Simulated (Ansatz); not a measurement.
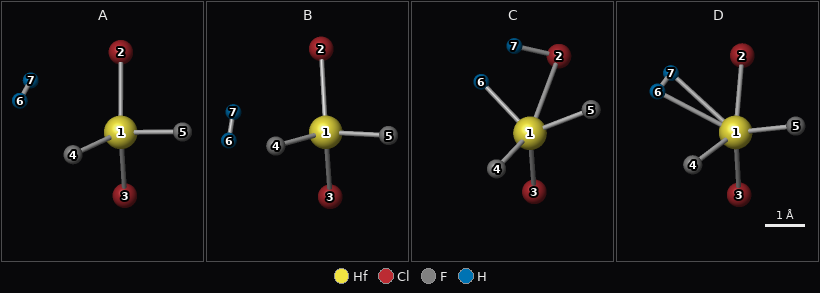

4 geometries from a converged minimum-energy path of HfH₂Cl₂F₂, made up at the start of HfCl₂F₂ and H2, shuffled. The picture is a ball-and-stick view, seen at a tilt.

Computed with Ansatz 0.2.0, RKS PBE0-D4/def2-SVP. Run with 5 movable images; climbing image; force threshold 0.05 eV/Å; iteration limit 60; starting path through a guess of the saddle point.

> Which frame is the transition state?

C. In order along the path, whose images run from 0 to 6: B (image 0, 0.00 eV), A (image 2, +0.16 eV), D (image 3, +0.41 eV), C (image 5, +1.69 eV). Breaking: H6–H7 (0.76 → 1.78 at the top → 2.40 Å). Forming: Cl2–H7 (2.85 → 1.31 at the top → 1.29 Å), Hf1–H6 (2.78 → 1.87 at the top → 1.85 Å).

Limits of the set-up: the start holds two separate molecules, 2.7 Å apart at their closest, whose relative position is a soft coordinate.
